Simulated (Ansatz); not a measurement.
Level of theory: PBE (plane waves to 420 eV, PAW; Ansatz, an electronic-structure program).

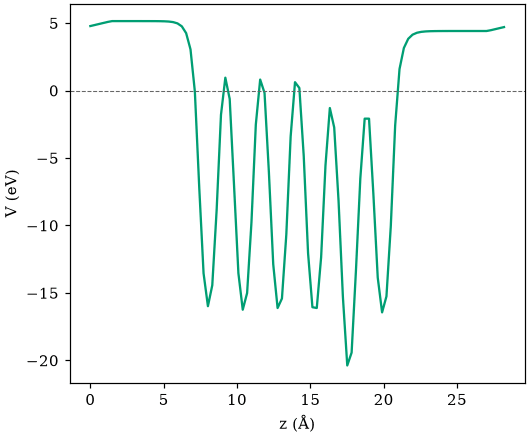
Fig. 1. Electrostatic potential energy of an electron, averaged over planes parallel to the surface, in eV from the Fermi level, for a constructed model of the (111) surface of fcc Au, a layer of Ta in place of the second plane (bottom of the slab: a bare face, its two planes held)

Slab: 6 atoms, 12.4 Å thick at the start; k 15x15x1, smearing 0.1 eV, dipole-corrected; 2 atoms held, the rest relaxed; symmetry of the start imposed; no spin, no spin-orbit, no U. It is one candidate, not shown to be the stable structure of the face.

The vacuum level lies 4.41 eV above the Fermi level over the top face and 5.15 eV above it under the bottom face.
